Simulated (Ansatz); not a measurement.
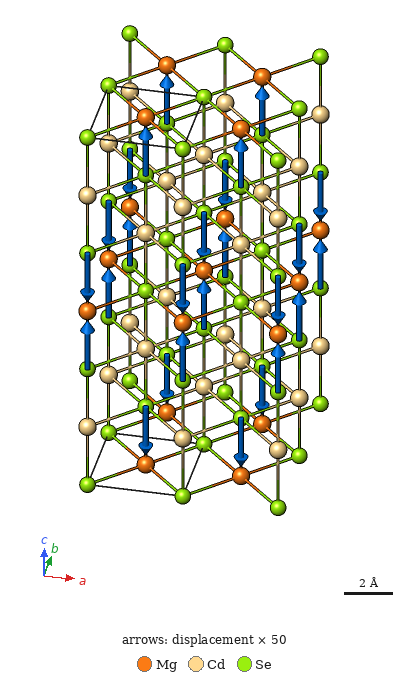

This is a relaxation of a crystal of MgCd2Se3 (a generated structure, set up in I4/mmm) (coarse preliminary run). The starting structure is drawn; blue arrows show the displacements (the part carried along by the change of the cell is left out), 50 times their true length.

The picture is a ball-and-stick view of the conventional cell (2 times the calculation's cell), repeated 2 × 2 × 1 with one cell outlined, seen from a free direction. Lengths and directions refer to the drawn axes.

Method: DFT PBE, scalar-relativistic, plane waves, PAW (Ansatz 0.2.0).

The input:
```yaml
crystal:
  lattice:
    - [-2.06651078, 2.06651078, 8.76746271]
    - [2.06651078, -2.06651078, 8.76746271]
    - [2.06651078, 2.06651078, -8.76746271]
  atoms:
    - { symbol: Mg, position: [0.5, 0.5, 0.0] }
    - { symbol: Cd, position: [0.83333333, 0.83333333, 0.0] }
    - { symbol: Cd, position: [0.16666667, 0.16666667, 0.0] }
    - { symbol: Se, position: [0.0, 0.0, 0.0] }
    - { symbol: Se, position: [0.66666667, 0.66666667, 0.0] }
    - { symbol: Se, position: [0.33333333, 0.33333333, 0.0] }
basis:
  ecutwfc: 420
kpoints:
  mp_grid: { grid: [6, 6, 6] }
hamiltonian:
  xc: pbe
scf:
  occupations: { method: gaussian, width: 0.1 }
  lower_state_search: "off"
output:
  forces: true
  stress: true
  eigenvalues: true
relax:
  adjacent_minimum: "off"
  f_tol: 0.04
  max_steps: 70
  cell: { stress_tol: 0.4 }
```

Launched with:
```bash
ansatz run input.yaml --threads 1 --pin off --max-ram 2560MiB --backend cpu --events-out ev --progress --plain --runs-dir out
```

Atoms of which element are displaced furthest, and by how much?

Answer. Selenium: up to 0.050 Å, against 0.003 Å for cadmium.

Describe the change and its energy.

Answer. Over 3 accepted moves (4 points after the start) the energy falls by 0.202 eV per cell of the calculation. The largest force component goes from 0.18 to 0.011 eV/Å. Pressure: −4.39 GPa at the start and −0.04 GPa at the end. At 1 point the geometry stayed and the basis and grid were re-selected for the new cell (energy shift of 2.3 meV per cell of the calculation at most each time). The largest moves relative to the cell, 0.050 Å, are those of Se5 and Se6. Se6 goes along +c. By element the largest moves are Se 0.050 Å, Cd 0.003 Å. Mg stays in place. The drawn cell changes as follows: a = b 4.133 → 4.010 Å (−3.0 %), c 17.535 → 17.034 Å (−2.9 %); the volume changes by −8.5 %. Among the contacts that change: Mg1–Se5 2.922 → 2.789 Å, Mg1–Se4 2.922 → 2.836 Å, Cd2–Se4 2.922 → 2.842 Å, Cd2–Se5 2.922 → 2.886 Å. Bond angles that change, for instance: Se5–Cd3–Se5 180.0° → 177.9°, Cd3–Se5–Cd3 180.0° → 177.9°. The space group stays I4/mmm (No. 139).
